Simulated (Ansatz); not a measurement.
# AsBH4O2 + H2O: a complex and its separated parts

Aim: how far the complex at one end of a reaction step lies below its separated, relaxed parts, level by level.

Method: PBE0-D4/def2-TZVP structures, single points in def2-TZVPP, no counterpoise correction; program: Ansatz 0.2.0, Gaussian basis.

Levels: SPW92, PBE-D4, BLYP-D4, r2SCAN-D4, B97M-V, PBE0-D4, B3LYP-D4, r2SCAN0-D4, BHLYP-D4, CAM-B3LYP-D4, wB97X-V, wB97M-V, B2PLYP, PBE-QIDH, RPA on PBE, Hartree-Fock, MP2, CCSD, CCSD(T).

Correlated methods freeze the cores. Filled d shells of the heavier atoms are correlated. B3LYP uses VWN-RPA correlation. B2PLYP carries no dispersion term here.

94 further runs of the same task are left out: 94 set aside as unsound or not needed.

## Step 1: The system as given

The complex: 11 atoms, charge 0, spin multiplicity 1.

Atoms are counted from 1 here; the program's logs count them from 0.

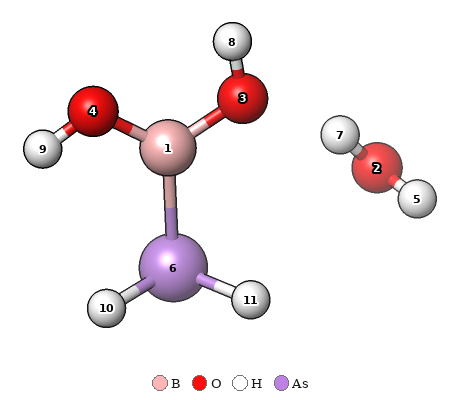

The starting geometry (boron pink, oxygen red, hydrogen white, arsenic purple); atoms are numbered from 1 in the order of the file.

Geometry (Å):

```xyz
11
charge 0, multiplicity 1
B     0.3436   -0.5260   -0.7481
O     0.3672    1.7642    2.0532
O     0.8077    0.7509   -0.6195
O     0.7792   -1.2426   -1.8193
H    -0.3984    2.3390    1.9961
As   -0.8444   -1.2899    0.7430
H     0.6167    1.5868    1.1375
H     1.4136    0.9930   -1.3291
H     0.4071   -2.1237   -1.8845
H    -1.6704   -2.1202   -0.2364
H    -1.8221   -0.1313    0.7071
```

Its parts: AsBH4O2 holds atoms 1, 3, 4, 6, 8, 9, 10, 11; H2O holds atoms 2, 5, 7. Each part counts its atoms afresh in its own runs.

## Step 2: Relaxing AsBH4O2 alone

Contents of relax-a/in.yaml:

```yaml
crystal:
  periodic: [false, false, false]
  atoms:
    - {symbol: B, position_ang: [0.343640, -0.525966, -0.748112]}
    - {symbol: O, position_ang: [0.807716, 0.750870, -0.619463]}
    - {symbol: O, position_ang: [0.779169, -1.242644, -1.819331]}
    - {symbol: As, position_ang: [-0.844394, -1.289947, 0.743024]}
    - {symbol: H, position_ang: [1.413612, 0.993008, -1.329061]}
    - {symbol: H, position_ang: [0.407053, -2.123710, -1.884493]}
    - {symbol: H, position_ang: [-1.670450, -2.120210, -0.236408]}
    - {symbol: H, position_ang: [-1.822100, -0.131337, 0.707097]}
basis:
  gaussian: {orbitals: def2-TZVP}
hamiltonian: {xc: pbe0, dispersion: d4}
relax: {f_tol: 0.005, max_steps: 200}
```

Run with:

```bash
$ ansatz run in.yaml --threads 8 --pin off --events-out ev --progress --plain --max-ram 19148MiB
```

What it wrote, cut to the lines that bear on the results:

```text
Functional definition: PBE0
  name "PBE0"
  cite "Adamo & Barone, J. Chem. Phys. 110, 6158 (1999) doi:10.1063/1.478522"
  cite "Perdew, Burke & Ernzerhof, Phys. Rev. Lett. 77, 3865 (1996) doi:10.1103/PhysRevLett.77.3865"
  parent pbe
[...]
1070 factors; their error is unknown
[...]
mean field -65669.02855554 eV, -2413.2922873499 hartree, gradient 2.3e-5 eV, S^2 0.000000; 0 other end points of the search recorded, 0 dependent functions left out
[...]
reference -65669.02858368 eV, -2413.2922883838 hartree; 29, 29 occupied and 136, 136 virtual orbitals, 1070 factors
[...]
Atom 0 at     0.356808    -0.518850    -0.751979 Å, force    -0.000742    -0.002787    -0.000572 eV/Å
Atom 1 at     0.834556     0.738622    -0.590215 Å, force     0.000707     0.002495     0.000336 eV/Å
Atom 2 at     0.761793    -1.238230    -1.836925 Å, force     0.000490     0.000685     0.000913 eV/Å
Atom 3 at    -0.839348    -1.261545     0.746380 Å, force    -0.000043    -0.000382    -0.000452 eV/Å
Atom 4 at     1.424463     0.999250    -1.306197 Å, force     0.000239     0.000419    -0.000213 eV/Å
Atom 5 at     0.361156    -2.106148    -1.905265 Å, force    -0.000726    -0.000909    -0.000389 eV/Å
Atom 6 at    -1.639941    -2.172615    -0.175961 Å, force     0.000372     0.000197     0.000066 eV/Å
Atom 7 at    -1.845242    -0.130419     0.633414 Å, force    -0.000297     0.000283     0.000312 eV/Å
Dipole moment:     0.042946    -0.150760    -0.329245 e Å
```

It took 16 s on 8 threads of Arm Neoverse V1, shared host.

Relaxation path:

| step | energy from step 1 (eV) | largest force component (eV/Å) |
| --- | --- | --- |
| 1 | 0.0000 | 0.5147 |
| 2 | -0.0046 | 0.2065 |
| 3 | -0.0057 | 0.0494 |
| 4 | -0.0060 | 0.0144 |
| 5 | -0.0060 | 0.0345 |
| 6 | -0.0061 | 0.0182 |
| 7 | -0.0062 | 0.0079 |
| 8 | -0.0064 | 0.0193 |
| 9 | -0.0065 | 0.0091 |
| 10 | -0.0064 | 0.0147 |
| 11 | -0.0065 | 0.0028 |

Close pairs (by a distance rule), those that changed most:

| bond | before (Å) | after (Å) | change (Å) |
| --- | --- | --- | --- |
| B1–O2 | 1.365 | 1.355 | -0.010 |
| As4–H7 | 1.527 | 1.524 | -0.003 |
| B1–O3 | 1.360 | 1.363 | +0.003 |
| B1–As4 | 2.054 | 2.056 | +0.002 |
| As4–H8 | 1.516 | 1.518 | +0.001 |
| O2–H5 | 0.964 | 0.964 | -0.000 |
| O3–H6 | 0.959 | 0.958 | -0.000 |

## Step 3: Relaxing H2O alone

Contents of relax-b/in.yaml:

```yaml
crystal:
  periodic: [false, false, false]
  atoms:
    - {symbol: O, position_ang: [0.367175, 1.764244, 2.053223]}
    - {symbol: H, position_ang: [-0.398361, 2.338960, 1.996133]}
    - {symbol: H, position_ang: [0.616739, 1.586830, 1.137491]}
basis:
  gaussian: {orbitals: def2-TZVP}
hamiltonian: {xc: pbe0, dispersion: d4}
relax: {f_tol: 0.005, max_steps: 200}
```

Run with:

```bash
$ ansatz run in.yaml --threads 8 --pin off --events-out ev --progress --plain --max-ram 19148MiB
```

What it wrote, cut to the lines that bear on the results:

```text
[... 5 set-up lines as earlier in the session ...]
[...]
239 factors; their error is unknown
[...]
mean field -2078.33211128 eV, -76.3772963453 hartree, gradient 1.6e-5 eV, S^2 0.000000; 0 other end points of the search recorded, 0 dependent functions left out
[...]
reference -2078.33309009 eV, -76.3773323161 hartree; 5, 5 occupied and 38, 38 virtual orbitals, 239 factors
Total energy: -2078.33734557 eV, -76.3774887021 hartree
Atom 0 at     0.368179     1.763516     2.050917 Å, force     0.002554    -0.001965     0.004660 eV/Å
Atom 1 at    -0.397908     2.338628     1.995409 Å, force    -0.000430     0.000355    -0.003068 eV/Å
Atom 2 at     0.615282     1.587890     1.140521 Å, force    -0.002124     0.001609    -0.001592 eV/Å
Dipole moment:    -0.191399     0.147329    -0.356221 e Å
```

It took 0.4 s on 8 threads of Arm Neoverse V1, shared host.

The steps of the relaxation:

| step | energy from step 1 (eV) | largest force component (eV/Å) |
| --- | --- | --- |
| 1 | 0.0000 | 0.2941 |
| 2 | -0.0009 | 0.0664 |
| 3 | -0.0010 | 0.0047 |

Close pairs (by a distance rule), those that changed most:

| bond | before (Å) | after (Å) | change (Å) |
| --- | --- | --- | --- |
| O1–H3 | 0.966 | 0.960 | -0.006 |
| O1–H2 | 0.959 | 0.960 | +0.001 |

## Step 4: SPW92/def2-TZVPP

Contents of parta/in.yaml:

```yaml
crystal:
  periodic: [false, false, false]
  atoms:
    - {symbol: B, position_ang: [0.356808, -0.518850, -0.751979]}
    - {symbol: O, position_ang: [0.834556, 0.738622, -0.590215]}
    - {symbol: O, position_ang: [0.761793, -1.238230, -1.836925]}
    - {symbol: As, position_ang: [-0.839348, -1.261545, 0.746380]}
    - {symbol: H, position_ang: [1.424463, 0.999250, -1.306197]}
    - {symbol: H, position_ang: [0.361156, -2.106148, -1.905265]}
    - {symbol: H, position_ang: [-1.639941, -2.172615, -0.175961]}
    - {symbol: H, position_ang: [-1.845242, -0.130419, 0.633414]}
basis:
  gaussian: {orbitals: def2-TZVPP}
hamiltonian: {xc: lda}
```

Contents of partb/in.yaml:

```yaml
crystal:
  periodic: [false, false, false]
  atoms:
    - {symbol: O, position_ang: [0.368179, 1.763516, 2.050917]}
    - {symbol: H, position_ang: [-0.397908, 2.338628, 1.995409]}
    - {symbol: H, position_ang: [0.615282, 1.587890, 1.140521]}
basis:
  gaussian: {orbitals: def2-TZVPP}
hamiltonian: {xc: lda}
```

Each run has its own folder and the same command.

Run with:

```bash
$ ansatz run in.yaml --threads 8 --pin off --events-out ev --progress --plain --max-ram 19148MiB
```

parta printed, cut to the lines that bear on the results:

```text
Functional definition: SPW92
  name "SPW92"
  cite "Dirac, Proc. Camb. Phil. Soc. 26, 376 (1930) doi:10.1017/S0305004100016108"
  cite "Slater, Phys. Rev. 81, 385 (1951) doi:10.1103/PhysRev.81.385"
  cite "Perdew & Wang, Phys. Rev. B 45, 13244 (1992) doi:10.1103/PhysRevB.45.13244"
[...]
1080 factors; their error is unknown
[...]
mean field -65555.12878187 eV, -2409.1065478716 hartree, gradient 4.8e-5 eV, S^2 0.000000; 0 other end points of the search recorded, 0 dependent functions left out
reference -65555.12881826 eV, -2409.1065492088 hartree; 29, 29 occupied and 168, 168 virtual orbitals, 1080 factors
Total energy: -65555.12881826 eV, -2409.1065492088 hartree
```

Output in partb, cut to the lines that bear on the results:

```text
[... 5 set-up lines as earlier in the session ...]
[...]
269 factors; their error is unknown
[...]
mean field -2065.39691275 eV, -75.9019365672 hartree, gradient 5.3e-5 eV, S^2 0.000000; 0 other end points of the search recorded, 0 dependent functions left out
reference -2065.39693158 eV, -75.9019372592 hartree; 5, 5 occupied and 54, 54 virtual orbitals, 269 factors
Total energy: -2065.39693158 eV, -75.9019372592 hartree
```

They took 0.6 s (parta), 0.1 s (partb) on 8 threads of Arm Neoverse V1, shared host.

## Step 5: PBE-D4/def2-TZVPP

The same edit goes into each in.yaml of step 4 (parta, partb):

```diff
-hamiltonian: {xc: lda}
+hamiltonian: {xc: pbe, dispersion: d4}
```

The same command starts each run, in its folder.

Run with:

```bash
$ ansatz run in.yaml --threads 8 --pin off --events-out ev --progress --plain --max-ram 19148MiB
```

Output in parta, cut to the lines that bear on the results:

```text
Functional definition: PBE
  name "PBE"
[... 2 set-up lines as earlier in the session ...]
[...]
1080 factors; their error is unknown
[...]
mean field -65667.18730288 eV, -2413.2246225627 hartree, gradient 7.0e-5 eV, S^2 0.000000; 0 other end points of the search recorded, 0 dependent functions left out
reference -65667.18734196 eV, -2413.2246239987 hartree; 29, 29 occupied and 168, 168 virtual orbitals, 1080 factors
Total energy: -65667.33356260 eV, -2413.2299975082 hartree
```

Log of partb, cut to the lines that bear on the results:

```text
[... 4 set-up lines as earlier in the session ...]
[...]
269 factors; their error is unknown
[...]
mean field -2078.40750061 eV, -76.3800668524 hartree, gradient 4.4e-5 eV, S^2 0.000000; 0 other end points of the search recorded, 0 dependent functions left out
reference -2078.40752108 eV, -76.3800676047 hartree; 5, 5 occupied and 54, 54 virtual orbitals, 269 factors
Total energy: -2078.41283771 eV, -76.3802629869 hartree
```

They took 0.85 s (parta), 0.15 s (partb) on 8 threads of Arm Neoverse V1, shared host.

## Step 6: BLYP-D4/def2-TZVPP

Each input of step 5 (parta, partb) changes in the same lines:

```diff
-hamiltonian: {xc: pbe, dispersion: d4}
+hamiltonian: {xc: {name: BLYP}, dispersion: d4}
```

One command serves all of them, each in its own folder.

Run with:

```bash
$ ansatz run in.yaml --threads 8 --pin off --events-out ev --progress --plain --max-ram 19148MiB
```

Output in parta, cut to the lines that bear on the results:

```text
Functional definition: BLYP
  name "BLYP"
  cite "Becke, Phys. Rev. A 38, 3098 (1988) doi:10.1103/PhysRevA.38.3098"
  cite "Lee, Yang & Parr, Phys. Rev. B 37, 785 (1988) doi:10.1103/PhysRevB.37.785"
[...]
1080 factors; their error is unknown
[...]
mean field -65682.07191775 eV, -2413.7716220701 hartree, gradient 7.6e-5 eV, S^2 0.000000; 0 other end points of the search recorded, 0 dependent functions left out
reference -65682.07224771 eV, -2413.7716341958 hartree; 29, 29 occupied and 168, 168 virtual orbitals, 1080 factors
Total energy: -65682.39876016 eV, -2413.7836333070 hartree
```

partb printed, cut to the lines that bear on the results:

```text
[... 4 set-up lines as earlier in the session ...]
[...]
269 factors; their error is unknown
[...]
mean field -2080.27672727 eV, -76.4487596649 hartree, gradient 8.7e-5 eV, S^2 0.000000; 0 other end points of the search recorded, 0 dependent functions left out
reference -2080.27691682 eV, -76.4487666307 hartree; 5, 5 occupied and 54, 54 virtual orbitals, 269 factors
Total energy: -2080.28975818 eV, -76.4492385421 hartree
```

Wall times: 0.9 s (parta), 0.15 s (partb) on 8 threads of Arm Neoverse V1, shared host.

## Step 7: r2SCAN-D4/def2-TZVPP

Each input of step 6 (parta, partb) changes in the same lines:

```diff
-hamiltonian: {xc: {name: BLYP}, dispersion: d4}
+hamiltonian: {xc: r2scan, dispersion: d4}
```

The same command starts each run, in its folder.

Run with:

```bash
$ ansatz run in.yaml --threads 8 --pin off --events-out ev --progress --plain --max-ram 19148MiB
```

parta printed, cut to the lines that bear on the results:

```text
Functional definition: r2SCAN
  name "r2SCAN"
  cite "Furness, Kaplan, Ning, Perdew & Sun, J. Phys. Chem. Lett. 11, 8208 (2020) doi:10.1021/acs.jpclett.0c02405"
  cite "Furness, Kaplan, Ning, Perdew & Sun, J. Phys. Chem. Lett. 11, 9248 (2020) doi:10.1021/acs.jpclett.0c03077"
  parent r2scan
[...]
1080 factors; their error is unknown
[...]
mean field -65679.19048909 eV, -2413.6657315196 hartree, gradient 4.8e-5 eV, S^2 0.000000; 0 other end points of the search recorded, 0 dependent functions left out
reference -65679.19049992 eV, -2413.6657319179 hartree; 29, 29 occupied and 168, 168 virtual orbitals, 1080 factors
Total energy: -65679.22451304 eV, -2413.6669818767 hartree
```

Output in partb, cut to the lines that bear on the results:

```text
[... 5 set-up lines as earlier in the session ...]
[...]
269 factors; their error is unknown
[...]
mean field -2079.58110206 eV, -76.4231959099 hartree, gradient 8.5e-5 eV, S^2 0.000000; 0 other end points of the search recorded, 0 dependent functions left out
reference -2079.58110726 eV, -76.4231961011 hartree; 5, 5 occupied and 54, 54 virtual orbitals, 269 factors
Total energy: -2079.58237968 eV, -76.4232428618 hartree
```

They took 1.9 s (parta), 0.4 s (partb) on 8 threads of Arm Neoverse V1, shared host.

## Step 8: B97M-V/def2-TZVPP

Each input of step 7 (parta, partb) changes in the same lines:

```diff
-hamiltonian: {xc: r2scan, dispersion: d4}
+hamiltonian: {xc: {name: B97M-V}}
```

Each run has its own folder and the same command.

Run with:

```bash
$ ansatz run in.yaml --threads 8 --pin off --events-out ev --progress --plain --max-ram 19148MiB
```

Log of parta, cut to the lines that bear on the results:

```text
Functional definition: B97M-V
  name "B97M-V"
  cite "Mardirossian & Head-Gordon, J. Chem. Phys. 142, 074111 (2015) doi:10.1063/1.4907719"
  cite "Becke, J. Chem. Phys. 107, 8554 (1997) doi:10.1063/1.475007"
  cite "Vydrov & Van Voorhis, J. Chem. Phys. 133, 244103 (2010) doi:10.1063/1.3521275"
  # Of w^i u^j: cxij and so on, Table III.
[...]
  gx(w, u) = cx00 + cx01*u + cx02*u^2 + (cx10 + cx11*u)*w
[...]
  gos(w, u) = cos00 + cos01*u + cos03*u^3 + cos10*w + cos32*w^3*u^2
[...]
      + integral(e_c_pw_mod_opposite_spin*gos(b97_w_opposite, b97_u_opposite)) + vv10(b, c)
1080 factors; their error is unknown
[...]
mean field -65669.68965483 eV, -2413.3165823007 hartree, gradient 2.4e-5 eV, S^2 0.000000; 0 other end points of the search recorded, 0 dependent functions left out
reference -65669.68970974 eV, -2413.3165843185 hartree; 29, 29 occupied and 168, 168 virtual orbitals, 1080 factors
Total energy: -65669.68970974 eV, -2413.3165843185 hartree
```

Output in partb, cut to the lines that bear on the results:

```text
[... 5 set-up lines as earlier in the session ...]
  # Of w^i u^j: cxij and so on, Table III.
[...]
  gx(w, u) = cx00 + cx01*u + cx02*u^2 + (cx10 + cx11*u)*w
[...]
  gos(w, u) = cos00 + cos01*u + cos03*u^3 + cos10*w + cos32*w^3*u^2
[...]
      + integral(e_c_pw_mod_opposite_spin*gos(b97_w_opposite, b97_u_opposite)) + vv10(b, c)
269 factors; their error is unknown
[...]
mean field -2079.93545811 eV, -76.4362182545 hartree, gradient 2.9e-5 eV, S^2 0.000000; 0 other end points of the search recorded, 0 dependent functions left out
reference -2079.93548492 eV, -76.4362192399 hartree; 5, 5 occupied and 54, 54 virtual orbitals, 269 factors
Total energy: -2079.93548492 eV, -76.4362192399 hartree
```

Wall times: 3.6 s (parta), 0.3 s (partb) on 8 threads of Arm Neoverse V1, shared host.

## Step 9: PBE0-D4/def2-TZVPP

Each input of step 8 (parta, partb) changes in the same lines:

```diff
-hamiltonian: {xc: {name: B97M-V}}
+hamiltonian: {xc: pbe0, dispersion: d4}
+output: {orbitals: {seedname: orbitals}}
```

The same command starts each run, in its folder.

Run with:

```bash
$ ansatz run in.yaml --threads 8 --pin off --events-out ev --progress --plain --max-ram 19148MiB
```

parta printed, cut to the lines that bear on the results:

```text
[... 5 set-up lines as earlier in the session ...]
[...]
1130 factors; their error is unknown
[...]
mean field -65669.12921270 eV, -2413.2959864321 hartree, gradient 7.2e-5 eV, S^2 0.000000; 0 other end points of the search recorded, 0 dependent functions left out
reference -65669.12924137 eV, -2413.2959874857 hartree; 29, 29 occupied and 168, 168 virtual orbitals, 1130 factors
Total energy: -65669.25187178 eV, -2413.3004940703 hartree
```

Output in partb, cut to the lines that bear on the results:

```text
[... 5 set-up lines as earlier in the session ...]
[...]
269 factors; their error is unknown
[...]
mean field -2078.42780448 eV, -76.3808130058 hartree, gradient 1.2e-5 eV, S^2 0.000000; 0 other end points of the search recorded, 0 dependent functions left out
reference -2078.42781899 eV, -76.3808135387 hartree; 5, 5 occupied and 54, 54 virtual orbitals, 269 factors
Total energy: -2078.43207446 eV, -76.3809699247 hartree
```

Times: 1.2 s (parta), 0.15 s (partb) on 8 threads of Arm Neoverse V1, shared host.

## Step 10: B3LYP-D4/def2-TZVPP

The same edit goes into each in.yaml of step 9 (parta, partb):

```diff
-hamiltonian: {xc: pbe0, dispersion: d4}
-output: {orbitals: {seedname: orbitals}}
+hamiltonian: {xc: {name: B3LYP}, dispersion: d4}
```

The same command starts each run, in its folder.

Run with:

```bash
$ ansatz run in.yaml --threads 8 --pin off --events-out ev --progress --plain --max-ram 19148MiB
```

Log of parta, cut to the lines that bear on the results:

```text
Functional definition: B3LYP
  name "B3LYP"
  cite "Stephens, Devlin, Chabalowski & Frisch, J. Phys. Chem. 98, 11623 (1994) doi:10.1021/j100096a001"
[... 2 set-up lines as earlier in the session ...]
  cite "Vosko, Wilk & Nusair, Can. J. Phys. 58, 1200 (1980) doi:10.1139/p80-159"
[...]
1123 factors; their error is unknown
[...]
mean field -65683.23479530 eV, -2413.8143570318 hartree, gradient 2.8e-5 eV, S^2 0.000000; 0 other end points of the search recorded, 0 dependent functions left out
reference -65683.23504055 eV, -2413.8143660444 hartree; 29, 29 occupied and 168, 168 virtual orbitals, 1123 factors
Total energy: -65683.47314885 eV, -2413.8231163630 hartree
```

partb printed, cut to the lines that bear on the results:

```text
[... 6 set-up lines as earlier in the session ...]
[...]
269 factors; their error is unknown
[...]
mean field -2080.76394903 eV, -76.4666647342 hartree, gradient 1.1e-5 eV, S^2 0.000000; 0 other end points of the search recorded, 0 dependent functions left out
reference -2080.76408738 eV, -76.4666698186 hartree; 5, 5 occupied and 54, 54 virtual orbitals, 269 factors
Total energy: -2080.77251275 eV, -76.4669794452 hartree
```

Times: 1.3 s (parta), 0.15 s (partb) on 8 threads of Arm Neoverse V1, shared host.

## Step 11: r2SCAN0-D4/def2-TZVPP

Each input of step 10 (parta, partb) changes in the same lines:

```diff
-hamiltonian: {xc: {name: B3LYP}, dispersion: d4}
+hamiltonian: {xc: {name: r2SCAN0}, dispersion: d4}
```

The same command starts each run, in its folder.

Run with:

```bash
$ ansatz run in.yaml --threads 8 --pin off --events-out ev --progress --plain --max-ram 19148MiB
```

Output in parta, cut to the lines that bear on the results:

```text
Functional definition: r2SCAN0
  name "r2SCAN0"
  cite "Bursch, Neugebauer, Ehlert & Grimme, J. Chem. Phys. 156, 134105 (2022) doi:10.1063/5.0086040"
[... 3 set-up lines as earlier in the session ...]
[...]
1130 factors; their error is unknown
[...]
mean field -65678.16675565 eV, -2413.6281100098 hartree, gradient 2.8e-5 eV, S^2 0.000000; 0 other end points of the search recorded, 0 dependent functions left out
reference -65678.16676418 eV, -2413.6281103234 hartree; 29, 29 occupied and 168, 168 virtual orbitals, 1130 factors
Total energy: -65678.20706220 eV, -2413.6295912483 hartree
```

Output in partb, cut to the lines that bear on the results:

```text
[... 6 set-up lines as earlier in the session ...]
[...]
269 factors; their error is unknown
[...]
mean field -2079.27470638 eV, -76.4119360764 hartree, gradient 2.0e-5 eV, S^2 0.000000; 0 other end points of the search recorded, 0 dependent functions left out
reference -2079.27471048 eV, -76.4119362271 hartree; 5, 5 occupied and 54, 54 virtual orbitals, 269 factors
Total energy: -2079.27611452 eV, -76.4119878246 hartree
```

They took 2.3 s (parta), 0.4 s (partb) on 8 threads of Arm Neoverse V1, shared host.

## Step 12: BHLYP-D4/def2-TZVPP

The same edit goes into each in.yaml of step 11 (parta, partb):

```diff
-hamiltonian: {xc: {name: r2SCAN0}, dispersion: d4}
+hamiltonian: {xc: {name: BHLYP}, dispersion: d4}
```

The same command starts each run, in its folder.

Run with:

```bash
$ ansatz run in.yaml --threads 8 --pin off --events-out ev --progress --plain --max-ram 19148MiB
```

Log of parta, cut to the lines that bear on the results:

```text
Functional definition: BHLYP
  name "BHLYP"
  cite "Becke, J. Chem. Phys. 98, 1372 (1993) doi:10.1063/1.464304"
[... 2 set-up lines as earlier in the session ...]
[...]
1257 factors; their error is unknown
[...]
mean field -65679.07983315 eV, -2413.6616649892 hartree, gradient 5.5e-5 eV, S^2 0.000000; 0 other end points of the search recorded, 0 dependent functions left out
reference -65679.07999767 eV, -2413.6616710349 hartree; 29, 29 occupied and 168, 168 virtual orbitals, 1257 factors
Total energy: -65679.26239464 eV, -2413.6683740002 hartree
```

partb printed, cut to the lines that bear on the results:

```text
[... 5 set-up lines as earlier in the session ...]
[...]
295 factors; their error is unknown
[...]
mean field -2079.57895431 eV, -76.4231169817 hartree, gradient 2.0e-5 eV, S^2 0.000000; 0 other end points of the search recorded, 0 dependent functions left out
reference -2079.57904509 eV, -76.4231203179 hartree; 5, 5 occupied and 54, 54 virtual orbitals, 295 factors
Total energy: -2079.58399651 eV, -76.4233022790 hartree
```

They took 1.1 s (parta), 0.15 s (partb) on 8 threads of Arm Neoverse V1, shared host.

(Part 1 of 2 ends here.)
